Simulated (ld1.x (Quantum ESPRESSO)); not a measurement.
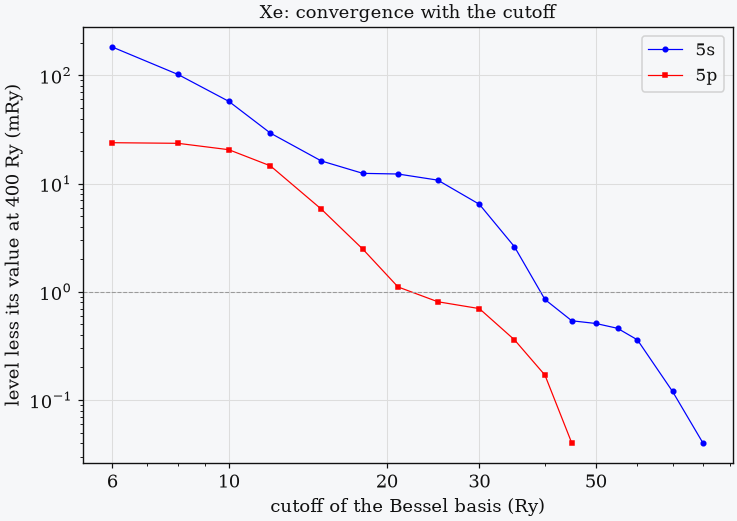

The pseudo-atom Hamiltonian at the reference potential is diagonalised in spherical Bessel functions (20 bohr box) up to the cutoff. Curves: distance of each valence level from its value at 400 Ry.

- Hardest occupied shell: 5s: its level needs 40 Ry to come within 1 mRy, against 25 Ry for 5p.
- Cutoffs for 10 and 1 mRy in the occupation-weighted sum of levels: 35 Ry and 60 Ry, on the ladder of cutoffs that was run.
- Cutoffs from which each level stays within 1 mRy: 5s: 40 Ry; 5p: 25 Ry.

**Xe: pseudopotential generation**

- system: xenon (Xe, Z = 54), core [Kr] 4d10, reference valence 5s2 5p6, valence charge 8.
- method: TM potential, PBEsol, scalar-relativistic, made with ld1.x (Quantum ESPRESSO) 7.5

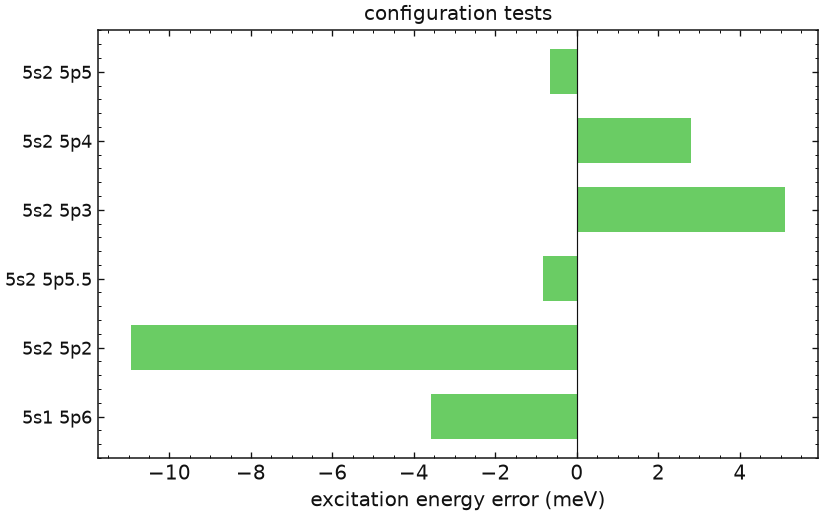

Errors, all-electron minus pseudo, of the energies of valence configurations relative to the unpolarised reference 5s2 5p6.

- Worst configuration: 5s2 5p2 (charge +4): the error is -11 meV on an all-electron energy of +108.49 eV relative to the reference, or 0.01 %.
- Configurations within 10 meV and within 50 meV: 5 and 6 of 6.
- Errors in meV: 5s2 5p5: -0.7; 5s2 5p4: +2.8; 5s2 5p3: +5.1; 5s2 5p5.5: -0.8; 5s2 5p2: -11; 5s1 5p6: -3.6.

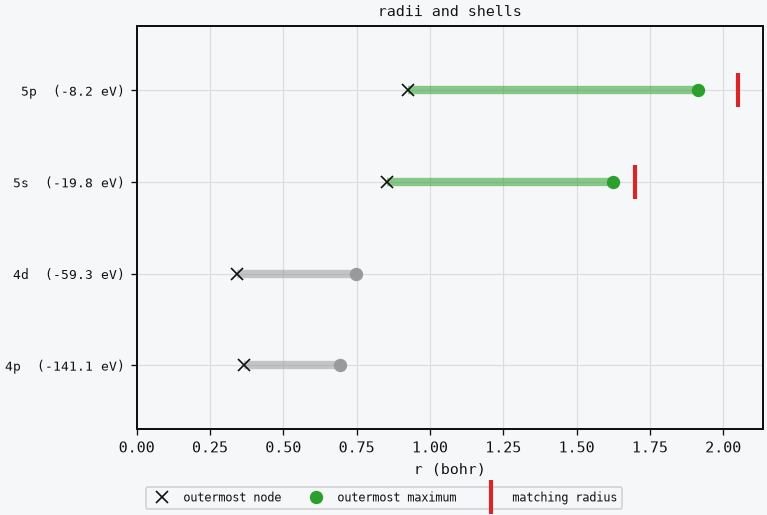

Outer shells of the all-electron reference atom: each bar runs from the outermost node (or the nucleus) to the outermost maximum of u(r); the tick is the radius chosen for the pseudo-wave. Shells without a tick have no pseudo-wave of their own. Levels, nodes and maxima are from ld1.x, scalar-relativistic.

- Radii against the shells: 5s: 1.70 bohr, outside the maximum; 5p: 2.05 bohr, outside the maximum.

Input and output of the run follow.

Input:
```
 &input
   title='Xe', zed=54., rel=1, dft='PBESOL', iswitch=3,
   config='[Xe] 5d-2',
   nld=3, rlderiv=2.35, eminld=-3.0, emaxld=5.0, deld=0.02
 /
 &inputp
   pseudotype=2, tm=.true., lloc=-2, rcloc=1.70,
   nlcc=.true., new_core_ps=.true., rcore=1.20,
   file_pseudopw='Xe.UPF', file_wfcaegen='ae.wfc', file_wfcncgen='nc.wfc', file_beta='beta', file_chi='chi'
 /
3
5S  1  0   2.00   0.00  1.70  1.70  0.0
5P  2  1   6.00   0.00  2.05  2.05  0.0
5D  3  2  -2.00   0.30  2.15  2.15  0.0
 &test
   configts(1)='5s2 5p6'
 /
```

Input of the test run:
```
 &input
   title='Xe', zed=54., rel=1, dft='PBESOL', iswitch=2,
   config='[Xe] 5d-2'
 /
 &test
   file_pseudo='Xe.UPF', nconf=7,
   configts(1)='5s2 5p6',
   configts(2)='5s2 5p5',
   configts(3)='5s2 5p4',
   configts(4)='5s2 5p3',
   configts(5)='5s2 5p5.5',
   configts(6)='5s2 5p2',
   configts(7)='5s1 5p6'
 /
```

Launched with:
```bash
ld1.x < Xe.in > Xe.out
```

Output:
```
     Program LD1 v.7.5
     --------------------------- All-electron run ----------------------------

     Xe
     scalar relativistic calculation

     atomic number is 54.00
     dft =PBESOL   lsd =0 sic =0 latt =0  beta=0.20 tr2=1.0E-14
     Exchange-correlation= PBESOL
                           (   1   4  10   8   0   0   0)
     mesh =1249 r(mesh) = 100.58629 a.u. xmin = -7.00 dx = 0.01250
     1 Ry =  13.60569312 eV, c = 137.03599908

     n l     nl                  e(Ry)          e(Ha)          e(eV)
     1 0     1S 1( 2.00)     -2525.1665     -1262.5833    -34356.6409
     2 0     2S 1( 2.00)      -393.0125      -196.5063     -5347.2078
     2 1     2P 1( 6.00)      -352.6961      -176.3480     -4798.6744
     3 0     3S 1( 2.00)       -80.3693       -40.1846     -1093.4794
     3 1     3P 1( 6.00)       -67.3506       -33.6753      -916.3522
     4 0     4S 1( 2.00)       -14.4920        -7.2460      -197.1732
     4 1     4P 1( 6.00)       -10.3681        -5.1841      -141.0656
     3 2     3D 1(10.00)       -48.0342       -24.0171      -653.5382
     5 0     5S 1( 2.00)        -1.4538        -0.7269       -19.7799
     5 1     5P 1( 6.00)        -0.6058        -0.3029        -8.2427
     4 2     4D 1(10.00)        -4.3595        -2.1797       -59.3136

     final scf error:  3.4E-15 reached in  25 iterations

     Etot =  -14888.513810 Ry,   -7444.256905 Ha, -202568.549950 eV

     Ekin =   15656.123192 Ry,    7828.061596 Ha,  213012.407651 eV
     Encl =  -36042.740809 Ry,  -18021.370404 Ha, -490386.470758 eV
     Eh   =    5865.133828 Ry,    2932.566914 Ha,   79799.210985 eV
     Exc  =    -367.030021 Ry,    -183.515010 Ha,   -4993.697828 eV

     normalization and overlap integrals

     s(1S/1S) =  1.000000  <r> =   0.0267  <r2> =    0.0010  r(max) =   0.0172
     s(2S/2S) =  1.000000  <r> =   0.1147  <r2> =    0.0155  r(max) =   0.0964
     s(2P/2P) =  1.000000  <r> =   0.1003  <r2> =    0.0123  r(max) =   0.0780
     s(3S/3S) =  1.000000  <r> =   0.3066  <r2> =    0.1074  r(max) =   0.2790
     s(3P/3P) =  1.000000  <r> =   0.3045  <r2> =    0.1075  r(max) =   0.2721
     s(4S/4S) =  1.000000  <r> =   0.7168  <r2> =    0.5804  r(max) =   0.6610
     s(4P/4P) =  1.000000  <r> =   0.7651  <r2> =    0.6667  r(max) =   0.6949
     s(3D/3D) =  1.000000  <r> =   0.2810  <r2> =    0.0933  r(max) =   0.2256
     s(5S/5S) =  1.000000  <r> =   1.8597  <r2> =    3.9183  r(max) =   1.6258
     s(5P/5P) =  1.000000  <r> =   2.3092  <r2> =    6.1555  r(max) =   1.9127
     s(4D/4D) =  1.000000  <r> =   0.8774  <r2> =    0.8992  r(max) =   0.7490

     ------------------------ End of All-electron run ------------------------

     --------------------- Generating NC pseudopotential ---------------------

      Generating local potential from pseudized AE potential:
      Matching radius rcloc =   1.7000
      Enforcing V''(0)=0 (lloc=-2)

      Local pseudo, rcloc= 1.709 Estimated cut-off energy=    10.81 Ry

      Computing core charge for nlcc:

       r > 1.20 : true rho core
      Core charge pseudized with two Bessel functions
      Integrated core pseudo-charge :  22.14

      Wfc   5S  rcut= 1.709  Using Troullier-Martins method

      Wfc   5P  rcut= 2.036  Using Troullier-Martins method

      Wfc   5D  rcut= 2.140  Using Troullier-Martins method

     ------------------- End of pseudopotential generation -------------------

     --------------------------- All-electron run ----------------------------

     Xe
     scalar relativistic calculation

     atomic number is 54.00
     dft =PBESOL   lsd =0 sic =0 latt =0  beta=0.20 tr2=1.0E-14
     Exchange-correlation= PBESOL
                           (   1   4  10   8   0   0   0)
     mesh =1249 r(mesh) = 100.58629 a.u. xmin = -7.00 dx = 0.01250
     1 Ry =  13.60569312 eV, c = 137.03599908

     n l     nl                  e(Ry)          e(Ha)          e(eV)
     1 0     1S 1( 2.00)     -2525.1665     -1262.5833    -34356.6409
     2 0     2S 1( 2.00)      -393.0125      -196.5063     -5347.2078
     2 1     2P 1( 6.00)      -352.6961      -176.3480     -4798.6744
     3 0     3S 1( 2.00)       -80.3693       -40.1846     -1093.4794
     3 1     3P 1( 6.00)       -67.3506       -33.6753      -916.3522
     4 0     4S 1( 2.00)       -14.4920        -7.2460      -197.1732
     4 1     4P 1( 6.00)       -10.3681        -5.1841      -141.0656
     3 2     3D 1(10.00)       -48.0342       -24.0171      -653.5382
     5 0     5S 1( 2.00)        -1.4538        -0.7269       -19.7799
     5 1     5P 1( 6.00)        -0.6058        -0.3029        -8.2427
     4 2     4D 1(10.00)        -4.3595        -2.1797       -59.3136

     final scf error:  3.4E-15 reached in  25 iterations

     Etot =  -14888.513810 Ry,   -7444.256905 Ha, -202568.549950 eV

     Ekin =   15656.123192 Ry,    7828.061596 Ha,  213012.407651 eV
     Encl =  -36042.740809 Ry,  -18021.370404 Ha, -490386.470758 eV
     Eh   =    5865.133828 Ry,    2932.566914 Ha,   79799.210985 eV
     Exc  =    -367.030021 Ry,    -183.515010 Ha,   -4993.697828 eV

     normalization and overlap integrals

     s(1S/1S) =  1.000000  <r> =   0.0267  <r2> =    0.0010  r(max) =   0.0172
     s(2S/2S) =  1.000000  <r> =   0.1147  <r2> =    0.0155  r(max) =   0.0964
     s(2P/2P) =  1.000000  <r> =   0.1003  <r2> =    0.0123  r(max) =   0.0780
     s(3S/3S) =  1.000000  <r> =   0.3066  <r2> =    0.1074  r(max) =   0.2790
     s(3P/3P) =  1.000000  <r> =   0.3045  <r2> =    0.1075  r(max) =   0.2721
     s(4S/4S) =  1.000000  <r> =   0.7168  <r2> =    0.5804  r(max) =   0.6610
     s(4P/4P) =  1.000000  <r> =   0.7651  <r2> =    0.6667  r(max) =   0.6949
     s(3D/3D) =  1.000000  <r> =   0.2810  <r2> =    0.0933  r(max) =   0.2256
     s(5S/5S) =  1.000000  <r> =   1.8597  <r2> =    3.9183  r(max) =   1.6258
     s(5P/5P) =  1.000000  <r> =   2.3092  <r2> =    6.1555  r(max) =   1.9127
     s(4D/4D) =  1.000000  <r> =   0.8774  <r2> =    0.8992  r(max) =   0.7490

     ------------------------ End of All-electron run ------------------------

     Computing logarithmic derivative in   2.35087
     Computing logarithmic derivative in   2.35087
     Computing the partial wave expansion
     R is outside the sphere for l=    0 j= 0.00
     R is outside the sphere for l=    1 j= 0.00
     R is outside the sphere for l=    2 j= 0.00

     ---------------------- Testing the pseudopotential ----------------------

     Xe
     scalar relativistic calculation

     atomic number is 54.00   valence charge is  8.00
     dft =PBESOL   lsd =0 sic =0 latt =0  beta=0.20 tr2=1.0E-14
     mesh =1249 r(mesh) = 100.58629 xmin = -7.00 dx = 0.01250

     n l     nl             e AE (Ry)        e PS (Ry)    De AE-PS (Ry)
     1 0     5S   1( 2.00)       -1.45380       -1.45381        0.00001
     2 1     5P   1( 6.00)       -0.60583       -0.60583        0.00000

     eps = 1.3E-15  iter =  4

     Etot =  -14888.513810 Ry,   -7444.256905 Ha, -202568.549950 eV
     Etotps =   -86.398678 Ry,     -43.199339 Ha,   -1175.513894 eV

     Ekin =       8.256550 Ry,       4.128275 Ha,     112.336086 eV
     Encl =     -63.970846 Ry,     -31.985423 Ha,    -870.367704 eV
     Ehrt =      26.236458 Ry,      13.118229 Ha,     356.965201 eV
     Ecxc =     -61.792736 Ry,     -30.896368 Ha,    -840.732997 eV
     (Ecc =     -54.931761 Ry,     -27.465880 Ha,    -747.384681 eV)
     Epseu=       4.871896 Ry,       2.435948 Ha,      66.285520 eV

     ---------------------- End of pseudopotential test ----------------------
```

Output of the test run (extracts):
```
     ---------------------- Testing the pseudopotential ----------------------

     Xe
     scalar relativistic calculation

     atomic number is 54.00   valence charge is  8.00
     dft =PBESOL   lsd =0 sic =0 latt =0  beta=0.20 tr2=1.0E-14
     mesh =1249 r(mesh) = 100.58629 xmin = -7.00 dx = 0.01250

     n l     nl             e AE (Ry)        e PS (Ry)    De AE-PS (Ry)
     1 0     5S   1( 2.00)       -1.45380       -1.45381        0.00001
     2 1     5P   1( 6.00)       -0.60583       -0.60583        0.00000

     eps = 3.4E-15  iter =  4

     Etot =  -14888.513810 Ry,   -7444.256905 Ha, -202568.549950 eV
     Etotps =   -86.398677 Ry,     -43.199339 Ha,   -1175.513887 eV

     Ekin =       8.256551 Ry,       4.128275 Ha,     112.336095 eV
     Encl =     -63.970847 Ry,     -31.985423 Ha,    -870.367710 eV
     Ehrt =      26.236459 Ry,      13.118229 Ha,     356.965204 eV
     Ecxc =     -61.792736 Ry,     -30.896368 Ha,    -840.732998 eV
     (Ecc =     -54.931761 Ry,     -27.465880 Ha,    -747.384681 eV)
     Epseu=       4.871896 Ry,       2.435948 Ha,      66.285521 eV

     ---------------------- End of pseudopotential test ----------------------

     ---------------------- Testing the pseudopotential ----------------------

     Xe
     scalar relativistic calculation

     atomic number is 54.00   valence charge is  8.00
     dft =PBESOL   lsd =0 sic =0 latt =0  beta=0.20 tr2=1.0E-14
     mesh =1249 r(mesh) = 100.58629 xmin = -7.00 dx = 0.01250

     n l     nl             e AE (Ry)        e PS (Ry)    De AE-PS (Ry)
     1 0     5S   1( 2.00)       -2.14086       -2.14011       -0.00075
     2 1     5P   1( 5.00)       -1.25162       -1.25113       -0.00049

     eps = 8.4E-15  iter = 15

     Etot =  -14887.591295 Ry,   -7443.795648 Ha, -202555.998502 eV
     Etotps =   -85.476114 Ry,     -42.738057 Ha,   -1162.961782 eV
     dEtot_ae =       0.922514 Ry
     dEtot_ps =       0.922563 Ry,   Delta E=      -0.000048 Ry

     Ekin =       7.822521 Ry,       3.911260 Ha,     106.430813 eV
     Encl =     -58.080934 Ry,     -29.040467 Ha,    -790.231367 eV
     Ehrt =      21.132833 Ry,      10.566416 Ha,     287.526835 eV
     Ecxc =     -61.165836 Ry,     -30.582918 Ha,    -832.203590 eV
     (Ecc =     -54.931761 Ry,     -27.465880 Ha,    -747.384681 eV)
     Epseu=       4.815302 Ry,       2.407651 Ha,      65.515527 eV

     ---------------------- End of pseudopotential test ----------------------

     ---------------------- Testing the pseudopotential ----------------------

     Xe
     scalar relativistic calculation

     atomic number is 54.00   valence charge is  8.00
     dft =PBESOL   lsd =0 sic =0 latt =0  beta=0.20 tr2=1.0E-14
     mesh =1249 r(mesh) = 100.58629 xmin = -7.00 dx = 0.01250

     n l     nl             e AE (Ry)        e PS (Ry)    De AE-PS (Ry)
     1 0     5S   1( 2.00)       -2.89354       -2.89217       -0.00137
     2 1     5P   1( 4.00)       -1.96016       -1.95926       -0.00090

     eps = 7.5E-15  iter =  8

     Etot =  -14885.990492 Ry,   -7442.995246 Ha, -202534.218470 eV
     Etotps =   -83.875566 Ry,     -41.937783 Ha,   -1141.185214 eV
     dEtot_ae =       2.523317 Ry
     dEtot_ps =       2.523111 Ry,   Delta E=       0.000206 Ry

     Ekin =       7.155768 Ry,       3.577884 Ha,      97.359177 eV
     Encl =     -51.493302 Ry,     -25.746651 Ha,    -700.602069 eV
     Ehrt =      16.244703 Ry,       8.122351 Ha,     221.020439 eV
     Ecxc =     -60.456805 Ry,     -30.228403 Ha,    -822.556740 eV
     (Ecc =     -54.931761 Ry,     -27.465880 Ha,    -747.384681 eV)
     Epseu=       4.674071 Ry,       2.337036 Ha,      63.593980 eV

     ---------------------- End of pseudopotential test ----------------------

     ---------------------- Testing the pseudopotential ----------------------

     Xe
     scalar relativistic calculation

     atomic number is 54.00   valence charge is  8.00
     dft =PBESOL   lsd =0 sic =0 latt =0  beta=0.20 tr2=1.0E-14
     mesh =1249 r(mesh) = 100.58629 xmin = -7.00 dx = 0.01250

     n l     nl             e AE (Ry)        e PS (Ry)    De AE-PS (Ry)
     1 0     5S   1( 2.00)       -3.69832       -3.69716       -0.00116
     2 1     5P   1( 3.00)       -2.71899       -2.71840       -0.00059

     eps = 1.5E-15  iter =  7

     Etot =  -14883.655374 Ry,   -7441.827687 Ha, -202502.447563 eV
     Etotps =   -81.540618 Ry,     -40.770309 Ha,   -1109.416619 eV
     dEtot_ae =       4.858436 Ry
     dEtot_ps =       4.858060 Ry,   Delta E=       0.000376 Ry

     Ekin =       6.263220 Ry,       3.131610 Ha,      85.215453 eV
     Encl =     -44.319501 Ry,     -22.159750 Ha,    -602.997528 eV
     Ehrt =      11.774553 Ry,       5.887277 Ha,     160.200959 eV
     Ecxc =     -59.687059 Ry,     -29.843530 Ha,    -812.083809 eV
     (Ecc =     -54.931761 Ry,     -27.465880 Ha,    -747.384681 eV)
     Epseu=       4.428169 Ry,       2.214084 Ha,      60.248307 eV

     ---------------------- End of pseudopotential test ----------------------

     ---------------------- Testing the pseudopotential ----------------------

     Xe
     scalar relativistic calculation

     atomic number is 54.00   valence charge is  8.00
     dft =PBESOL   lsd =0 sic =0 latt =0  beta=0.20 tr2=1.0E-14
     mesh =1249 r(mesh) = 100.58629 xmin = -7.00 dx = 0.01250

     n l     nl             e AE (Ry)        e PS (Ry)    De AE-PS (Ry)
     1 0     5S   1( 2.00)       -1.78796       -1.78761       -0.00035
     2 1     5P   1( 5.50)       -0.91983       -0.91960       -0.00022

     eps = 3.5E-15  iter =  8

     Etot =  -14888.133307 Ry,   -7444.066654 Ha, -202563.372954 eV
     Etotps =   -86.018113 Ry,     -43.009056 Ha,   -1170.336048 eV
     dEtot_ae =       0.380502 Ry
     dEtot_ps =       0.380564 Ry,   Delta E=      -0.000062 Ry

     Ekin =       8.069152 Ry,       4.034576 Ha,     109.786409 eV
     Encl =     -61.122889 Ry,     -30.561444 Ha,    -831.619267 eV
     Ehrt =      23.674033 Ry,      11.837017 Ha,     322.101632 eV
     Ecxc =     -61.491301 Ry,     -30.745651 Ha,    -836.631774 eV
     (Ecc =     -54.931761 Ry,     -27.465880 Ha,    -747.384681 eV)
     Epseu=       4.852891 Ry,       2.426446 Ha,      66.026952 eV

     ---------------------- End of pseudopotential test ----------------------

     ---------------------- Testing the pseudopotential ----------------------

     Xe
     scalar relativistic calculation

     atomic number is 54.00   valence charge is  8.00
     dft =PBESOL   lsd =0 sic =0 latt =0  beta=0.20 tr2=1.0E-14
     mesh =1249 r(mesh) = 100.58629 xmin = -7.00 dx = 0.01250

     n l     nl             e AE (Ry)        e PS (Ry)    De AE-PS (Ry)
     1 0     5S   1( 2.00)       -4.54598       -4.54699        0.00101
     2 1     5P   1( 2.00)       -3.51924       -3.52083        0.00158

     eps = 7.3E-16  iter =  7

     Etot =  -14880.540278 Ry,   -7440.270139 Ha, -202460.064521 eV
     Etotps =   -78.424340 Ry,     -39.212170 Ha,   -1067.017505 eV
     dEtot_ae =       7.973532 Ry
     dEtot_ps =       7.974337 Ry,   Delta E=      -0.000805 Ry

     Ekin =       5.149320 Ry,       2.574660 Ha,      70.060062 eV
     Encl =     -36.627028 Ry,     -18.313514 Ha,    -498.336102 eV
     Ehrt =       7.868346 Ry,       3.934173 Ha,     107.054300 eV
     Ecxc =     -58.871796 Ry,     -29.435898 Ha,    -800.991587 eV
     (Ecc =     -54.931761 Ry,     -27.465880 Ha,    -747.384681 eV)
     Epseu=       4.056818 Ry,       2.028409 Ha,      55.195822 eV

     ---------------------- End of pseudopotential test ----------------------

     ---------------------- Testing the pseudopotential ----------------------

     Xe
     scalar relativistic calculation

     atomic number is 54.00   valence charge is  8.00
     dft =PBESOL   lsd =0 sic =0 latt =0  beta=0.20 tr2=1.0E-14
     mesh =1249 r(mesh) = 100.58629 xmin = -7.00 dx = 0.01250

     n l     nl             e AE (Ry)        e PS (Ry)    De AE-PS (Ry)
     1 0     5S   1( 1.00)       -2.19437       -2.19426       -0.00010
     2 1     5P   1( 6.00)       -1.29370       -1.29297       -0.00072

     eps = 7.8E-15  iter = 15

     Etot =  -14886.696345 Ry,   -7443.348173 Ha, -202543.822089 eV
     Etotps =   -84.580949 Ry,     -42.290475 Ha,   -1150.782440 eV
     dEtot_ae =       1.817464 Ry
     dEtot_ps =       1.817728 Ry,   Delta E=      -0.000264 Ry

     Ekin =       8.278836 Ry,       4.139418 Ha,     112.639300 eV
     Encl =     -57.308188 Ry,     -28.654094 Ha,    -779.717626 eV
     Ehrt =      20.821724 Ry,      10.410862 Ha,     283.293991 eV
     Ecxc =     -61.022519 Ry,     -30.511260 Ha,    -830.253672 eV
     (Ecc =     -54.931761 Ry,     -27.465880 Ha,    -747.384681 eV)
     Epseu=       4.649198 Ry,       2.324599 Ha,      63.255566 eV

     ---------------------- End of pseudopotential test ----------------------
```

Summary:

- outcome: generated
- cutoffs needed: 35 Ry and 60 Ry (the cutoffs, on a coarse ladder, from which the occupation-weighted sum of valence levels, in a spherical-Bessel basis at the reference potential, stays within 10 and 1 mRy of its value at 400 Ry); ghost states and empty shells don't enter this sum
- ghost test: no ghost state below the valence levels in the s, p, d, f channels (spherical-Bessel basis up to 400 Ry, 20 bohr box)
- largest excitation error: -11 meV (all-electron minus pseudo) for 5s2 5p2, out of 6 test configurations
- range over which the phases arctan(r u′/u) at the test radius agree within 0.05 rad (a looser test near the poles than one of phase shifts): s: up to about 1.4 Ry; p: up to about 2.8 Ry; d: up to about 1.3 Ry
- hardware: 1 CPU thread, shared host
- wall time: 1.8 s
